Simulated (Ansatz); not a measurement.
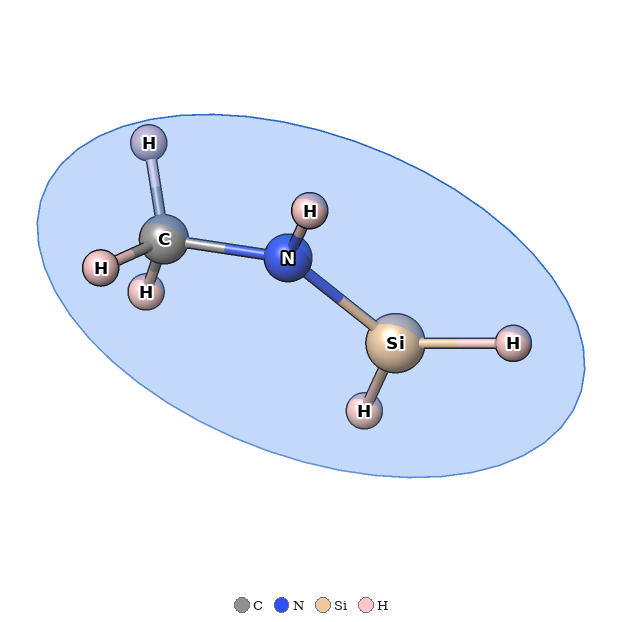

All proper rotation axes (lines) and mirror planes (discs) of the structure are drawn in. Atoms fade into the background with distance from the viewer. State: charge +1, singlet. Computed geometry: PBE-D4/def2-SVP optimisation. No frequency run is at hand to confirm it as a minimum.

Q: Name the symmetry elements and the point group.

A: It has 1 mirror plane. Point group Cs. The group has 2 operations. The geometry is achiral, and symmetry allows a dipole moment.
